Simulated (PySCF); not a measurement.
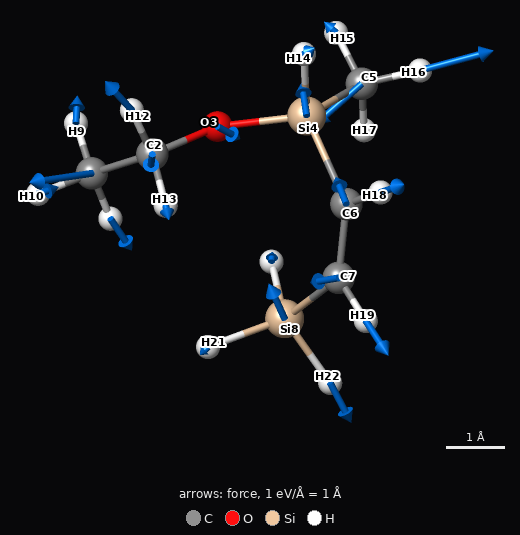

Starting geometry of C5H14OSi2 with the computed forces as blue arrows. The picture is a ball-and-stick view, seen face on.

The start comes from GFN2-xTB. Its atoms were then displaced at random by about 0.01 Å.

Method: PBE0-D3(BJ)/def2-SVP geometry optimisation, gas phase in PySCF. 

What follows when this structure is relaxed?

It isn't relaxed: the largest force vector, on a C atom, is 1.56 eV/Å. The final displacements have little in common with the starting forces (cosine between the two patterns 0.06). The energy falls by 4.59 kcal/mol in 11 geometry steps. An H atom moves most after the best rigid fit: 0.51 Å. Largest moves by element: H 0.51 Å, O 0.37 Å, C 0.16 Å, Si 0.11 Å. Near-neighbour distances that change, for instance: H–Si 1.452 → 1.497 Å, C–H 1.066 → 1.101 Å, C–H 1.082 → 1.107 Å, C–O 1.387 → 1.409 Å. Bond angles that change, for instance: O–Si–C 114.1° → 108.3°, C–O–Si 129.2° → 124.0°, Si–C–C 128.3° → 123.9°. Groups turn about C–O by about 25°, O–Si by about 20°. Cost: 6.3 min on 1 thread of Arm Neoverse N1, on a shared host.
